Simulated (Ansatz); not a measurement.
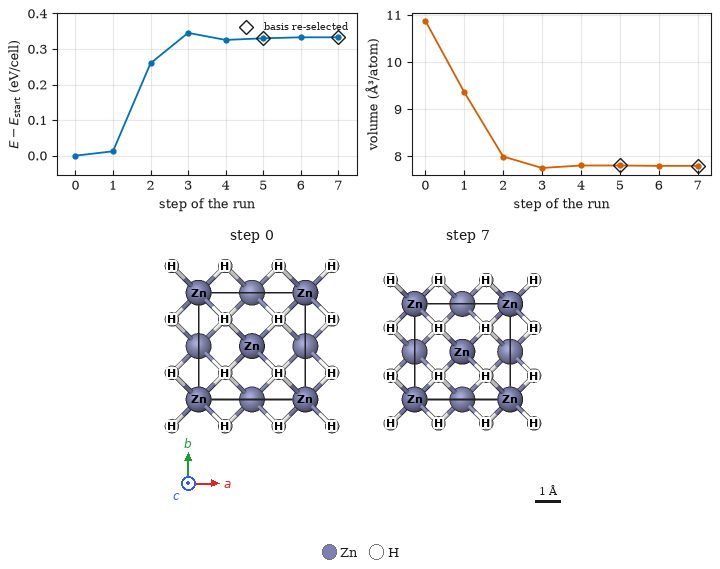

First and last geometry of a relaxation of solid ZnH (a generated structure, set up in F-43m), with the history of the run. Style: ball-and-stick. Shown: the conventional cell (4 times the calculation's cell), along the c axis. Lengths and directions refer to the drawn axes.

The run lets cell and atoms move.

Theory: Ansatz, Kohn-Sham DFT of a periodic cell, PBEsol, Ansatz PAW.

Input file:
```yaml
crystal:
  lattice:
    - [0.0, 2.21594, 2.21594]
    - [2.21594, 0.0, 2.21594]
    - [2.21594, 2.21594, 0.0]
  atoms:
    - { symbol: Zn, position: [0.0, 0.0, 0.0] }
    - { symbol: H, position: [0.25, 0.25, 0.25] }
hamiltonian:
  xc: pbesol
  pseudopotentials: { kind: paw }
kpoints:
  mp_grid: { grid: [10, 10, 10] }
scf:
  occupations: { method: fermi_dirac, width: 0.05 }
output:
  forces: true
  stress: true
  eigenvalues: true
  write_density: true
  write_potential: true
  elf: true
  volumetric_format: npy
relax:
  f_tol: 0.01
  max_steps: 40
  cell: { stress_tol: 0.05, p_target: 30.0 }
```

Run as
```bash
ansatz run input.yaml --threads 2 --pin off --max-ram 5632MiB --backend cpu --events-out ev --progress --plain --runs-dir out
```

**What do the curves and the structures tell?**

It converged. After 5 accepted moves (7 points after the start) the energy has risen by 0.333 eV per cell of the calculation. With the target pressure of 30 GPa, the enthalpy E + pV changes by −0.821 eV per cell of the calculation. All forces vanish by symmetry, so only the cell relaxes. Pressure: −3.27 GPa at the start and 30.00 GPa at the end. The SCF was repeated twice at an unchanged geometry on a basis and grid sized afresh for the cell, which shifted the energy by 4.5 meV per cell of the calculation at most. The atoms keep their places relative to the cell (all moves are under 0.005 Å). Cell: a = b = c 4.432 → 3.966 Å (−10.5 %). Volume −28.3 %. Some distances before and after: H–Zn 1.919 → 1.718 Å. The space group stays F-43m (No. 216).
